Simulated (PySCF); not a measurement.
System: CGeO (charge +1, doublet).

Input file:

```
import pyscf.grad
from pyscf import gto, dft

mol = gto.Mole()
mol.atom = '''
C   -1.465800  -0.884115  -0.328377
Ge  -1.928599  -0.587353  -2.463990
O   -1.228546  -1.036536   0.756226
'''
mol.verbose = 3
mol.spin = 1
mol.basis = 'def2-tzvpd'
mol.max_memory = 3720
mol.charge = 1
mol.build()

mf = dft.UKS(mol)
mf.xc = 'pbe0'
mf = mf.density_fit(auxbasis='def2-universal-jkfit')
mf.grids.level = 3
mf.conv_tol = 1e-09
mf.max_cycle = 100
mf.kernel()
if not mf.converged:
    mf = mf.newton().run(mf.mo_coeff, mf.mo_occ)
for _ in range(3):
    mo, _, stable, _ = mf.stability(return_status=True)
    if stable:
        break
    mf.kernel(mf.make_rdm1(mo, mf.mo_occ))

energy = mf.e_tot
print('E(%s) = %.9f' % ('PBE0', energy))
grad = mf.Gradients().kernel()
mf.analyze()
```

Launched as:

```sh
OMP_NUM_THREADS=2 python run.py
```

Geometry: B3LYP-D3(BJ)/6-311G**.

Theory: PySCF 2.14.0, Gaussian-basis quantum chemistry of an isolated molecule with PySCF, energy and nuclear gradient, functional PBE0.

Predict the electron density, electron localisation function and spin density between the atoms.

C–O (1.12 Å): ρ at the midpoint is about 4.3 e/Å³; the ELF peaks at about 0.85 between the atoms: a short, multiple covalent bond.
C–Ge (2.21 Å): the density is about 0.49 e/Å³ at the midpoint; the ELF peaks at about 0.95 in the valence shell of C, 0.7 Å from its nucleus, and is about 0.50 at the midpoint.
The unpaired spin (1 electron) lies mostly on Ge2 (about 0.8) and C1 (about 0.1), in electrons by Hirshfeld's partition.

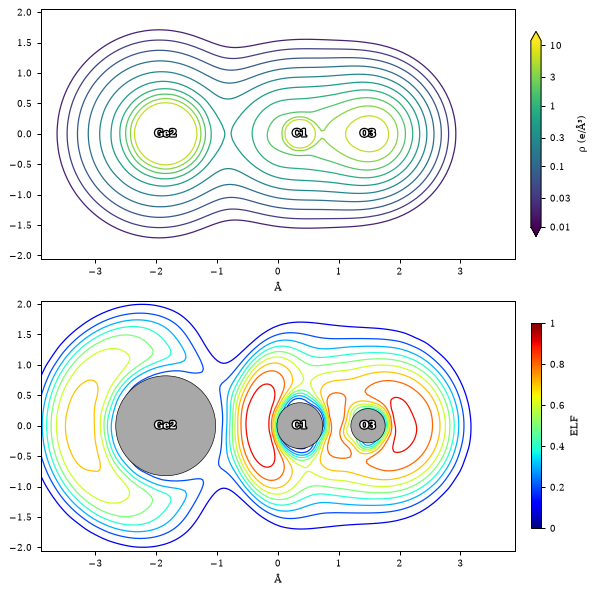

Computed electron density and electron localisation function on a plane that holds the molecular axis, in this order. Grey discs cover the atomic cores in the ELF map. 
